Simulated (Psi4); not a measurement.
# CH4Ga (SMILES [CH3][GaH]) at UB2PLYP/aug-cc-pVDZ (density fitting for correlation)

What is the vertical electron affinity of CH4Ga at UB2PLYP/aug-cc-pVDZ (density fitting for correlation)? 

Program for the calculation: Psi4 1.11.

1 further run of the same task is left out (set aside as unsound or not needed).

## (1) The structure to begin with

CH4Ga: 6 atoms, total charge 0, spin state doublet. SMILES: `[CH3][GaH]`. Geometry: relaxed at PBE0-D4/def2-TZVP.

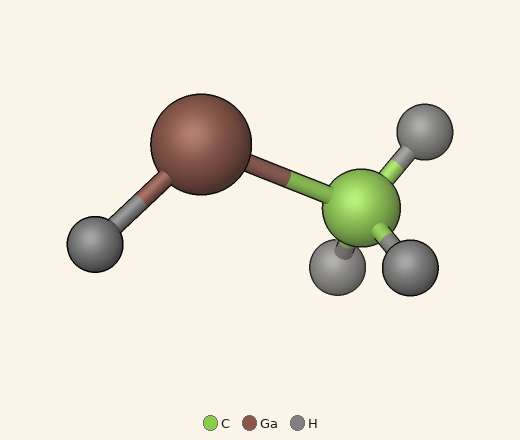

Viewed from a chosen angle; carbon green, gallium brown, hydrogen grey.

## (2) A single-point energy at UB2PLYP/aug-cc-pVDZ (density fitting for correlation)

Contents of ch4ga.inp:

```
memory 1600 MB

molecule geom {
  0 2
  C
  Ga 1 1.989845
  H 1 1.088881 2 113.10763
  H 1 1.094527 3 109.13126 2 -120.89975
  H 1 1.094245 3 109.31474 4 -117.70934
  H 2 1.602646 1 119.26959 3 177.57156
  units angstrom
  symmetry c1
  no_reorient
  no_com
}

set reference uks
set puream true
set e_convergence 1e-09
set d_convergence 1e-08
set scf_type pk
set dft_radial_points 99
set dft_spherical_points 590
set num_frozen_docc 10
set maxiter 200

energy("b2plyp/aug-cc-pVDZ")
print_variables()
```

The run is started by

```
$ psi4 -i ch4ga.inp -o ch4ga.out -n 1
```

ch4ga.out:

```text
[...]
  Running in c1 symmetry.
[...]
  Nuclear repulsion =   89.871005281637608
[...]
  Multiplicity = 2
[...]
  Nalpha       = 21
  Nbeta        = 20
[...]
    Number of basis functions: 95
[...]
   @UKS iter   1: -1964.03867604134507   -3.78170e+00   1.17461e-02 ADIIS/DIIS
[...]
   @UKS iter  13: -1964.74317674821646   -1.81899e-12   5.65259e-09 DIIS
[...]
   @S^2 Observed:                7.538979963E-01
[...]
    Orbital Energies [Eh]
    ---------------------
    Alpha Occupied:
       1A   -375.224226     2A    -46.895213     3A    -41.472135
       4A    -41.470819     5A    -41.468899     6A    -10.610099
       7A     -5.887031     8A     -4.093303     9A     -4.088211
      10A     -4.083314    11A     -0.997770    12A     -0.995043
      13A     -0.991515    14A     -0.990563    15A     -0.987290
      16A     -0.787883    17A     -0.483099    18A     -0.463567
      19A     -0.463062    20A     -0.345710    21A     -0.223782
    Alpha Virtual:
      22A     -0.025164    23A      0.013082    24A      0.022934
      25A      0.024048    26A      0.035910    27A      0.058329
[...]
  @UKS Final Energy: -1964.74317674821646
   => Energetics <=
    Nuclear Repulsion Energy =             89.8710052816376077
    One-Electron Energy =               -2915.9571171681791384
    Two-Electron Energy =                 900.3323218586946268
    DFT Exchange-Correlation Energy =     -38.9893867203698008
    Empirical Dispersion Energy =           0.0000000000000000
    VV10 Nonlocal Energy =                  0.0000000000000000
    Total Energy =                      -1964.7431767482164560
[...]
 Multipole Moments:
 ------------------------------------------------------------------------------------
     Multipole            Electronic (a.u.)      Nuclear  (a.u.)        Total (a.u.)
 ------------------------------------------------------------------------------------
 L = 1.  Multiply by 2.5417464519 to convert [e a0] to [Debye]
 Dipole X            :          0.0556648           -0.0518694            0.0037954
 Dipole Y            :          1.5267873           -1.4341696            0.0926177
 Dipole Z            :          6.6625354           -6.9133476           -0.2508121
 Magnitude           :                                                    0.2673933
[...]
```

It took 48 s on 1 thread of Intel Xeon 6975P-C (Granite Rapids), shared host; peak memory 1 GiB.

## (3) The singlet anion at the same level

Contents of ch4ga.xyz:

```xyz
6
CH4Ga
C     -0.029300    -0.418300    -0.518000
Ga     0.685700     0.372600     1.162100
H      0.574700    -1.243100    -0.892900
H     -1.046400    -0.775600    -0.328700
H     -0.085700     0.364700    -1.280300
H     -0.056900     1.635600     1.811600
```

Contents of ch4ga_ase.py:

```python
import numpy as np
from ase.calculators.psi4 import Psi4
from ase.io import read

atoms = read('ch4ga.xyz')
calc = Psi4(atoms=atoms, method='b2plyp', basis='aug-cc-pVDZ', memory='1600MB', num_threads=1, charge=-1, multiplicity=1, label='ch4ga')
calc.psi4.set_options({'puream': True, 'e_convergence': 1e-09, 'd_convergence': 1e-08, 'scf_type': 'pk', 'dft_radial_points': 99, 'dft_spherical_points': 590, 'num_frozen_docc': 10})
atoms.calc = calc

print(f'energy: {atoms.get_potential_energy():.6f} eV')
```

The run is started by

```
$ python ch4ga_ase.py
```

ch4ga.dat:

```text
[...]
  Running in c1 symmetry.
[...]
  Nuclear repulsion =   89.871001849893659
[...]
  Multiplicity = 1
[...]
  Nalpha       = 21
  Nbeta        = 21
[...]
    Number of basis functions: 95
[...]
   @RKS iter   1: -1963.76953452309772   -3.51256e+00   1.26947e-02 ADIIS/DIIS
[...]
   @RKS iter  13: -1964.75239886125132   -1.34150e-11   4.29048e-09 DIIS
[...]
    Orbital Energies [Eh]
    ---------------------
    Doubly Occupied:
       1A   -375.004827     2A    -46.676120     3A    -41.253087
       4A    -41.251023     5A    -41.250354     6A    -10.429305
       7A     -5.666606     8A     -3.873254     9A     -3.865687
      10A     -3.865109    11A     -0.778109    12A     -0.773421
      13A     -0.772950    14A     -0.770893    15A     -0.766606
      16A     -0.611093    17A     -0.296046    18A     -0.292522
      19A     -0.269372    20A     -0.148576    21A      0.014151
[...]
  @RKS Final Energy: -1964.75239886125132
   => Energetics <=
    Nuclear Repulsion Energy =             89.8710018498936591
    One-Electron Energy =               -2924.4361999536167787
    Two-Electron Energy =                 908.8840597391667870
    DFT Exchange-Correlation Energy =     -39.0712604966950963
    Empirical Dispersion Energy =           0.0000000000000000
    VV10 Nonlocal Energy =                  0.0000000000000000
    Total Energy =                      -1964.7523988612513222
[...]
 Multipole Moments:
 ------------------------------------------------------------------------------------
     Multipole            Electronic (a.u.)      Nuclear  (a.u.)        Total (a.u.)
 ------------------------------------------------------------------------------------
 L = 1.  Multiply by 2.5417464519 to convert [e a0] to [Debye]
 Dipole X            :          2.4422048           -3.5405990           -1.0983942
 Dipole Y            :          2.0611903           -1.7765684            0.2846218
 Dipole Z            :          4.9750484           -5.8448165           -0.8697681
 Magnitude           :                                                    1.4296768
[...]
```

Standard output:

```text
energy: -53466.052303 eV
```

Run time: 38 s. Hardware: 1 thread of Intel Xeon 6975P-C (Granite Rapids), shared host; peak memory 1.1 GiB.

## (4) What came out

At UB2PLYP/aug-cc-pVDZ (density fitting for correlation), 10 core orbitals frozen:

| quantity | value |
| --- | --- |
| doublet CH4Ga: total energy | -1964.82167 Eh |
| doublet CH4Ga: HOMO energy (SCF part's orbitals) (highest over α and β) | -6.09 eV |
| doublet CH4Ga: LUMO energy (SCF part's orbitals) (lowest over α and β) | -1.09 eV |
| doublet CH4Ga: ⟨S²⟩ | 0.754 |
| singlet anion: total energy | -1964.84120 Eh |
| singlet anion: HOMO energy (SCF part's orbitals) | 0.39 eV |
| singlet anion: LUMO energy (SCF part's orbitals) | 3.04 eV |
| singlet anion: HOMO–LUMO gap (to an unbound level, set by the basis) | 2.66 eV |
| vertical electron affinity (to the singlet anion) | 0.531 eV |

In words: At fixed nuclei the extra electron is bound by 0.53 eV (51.3 kJ/mol). The HOMO (singlet anion) lies at positive energy, 0.39 eV; only total energies tell whether the electron is bound.
